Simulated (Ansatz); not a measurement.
One stationary structure of BP. Space group F-43m (No. 216), zinc blende type. Level of theory: PBE (plane waves to 420 eV, PAW, scalar-relativistic; Ansatz, an electronic-structure program).

Space group F-43m (No. 216); a = 4.5484 Å, b = 4.5484 Å, c = 4.5484 Å, α = 90.00°, β = 90.00°, γ = 90.00°

| atom | site | symmetry | x | y | z |
|---|---|---|---|---|---|
| P | 4a | -43m | 0.0000 | 0.0000 | 0.0000 |
| B | 4c | -43m | 0.2500 | 0.2500 | 0.2500 |
(The calculation used a cell of 2 atoms; values per cell refer to that cell.)

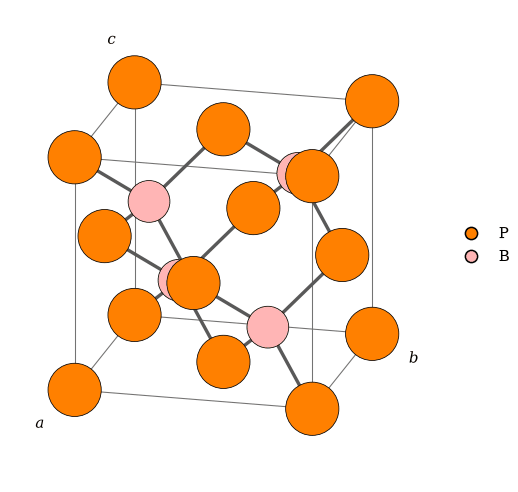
Figure. The conventional cell of the relaxed structure

For BP, the volume per atom is 11.76 Å³. The density is 2.95 g/cm³, the band gap comes out as 1.25 eV, indirect (valence top at Γ, conduction bottom at 83 % of the way from Γ to X) (no spin-orbit coupling) and the smallest direct gap comes out as 3.39 eV at Γ. The shortest distances is B–P 1.97 Å; B–B 3.22 Å; P–P 3.22 Å. The k-mesh comes out as 12×12×12.

No spin polarisation in the result.

Measured for BP: a 4.525 Å (static lattice; corrected from measurement; as listed in Daniel Mejia-Rodriguez, S. B. Trickey, Phys. Rev. B (2018)); gap 2 eV (room temperature; as listed in arXiv:1206.3780). Computed minus measured — a: PBE +0.5 %; gap: PBE -0.75 eV. The computed values are for a static lattice, and a measured gap can be an optical one, lowered by exciton binding.

The run could not lose the symmetry of its start; a randomly shaken copy of 4 atoms returns to this structure.
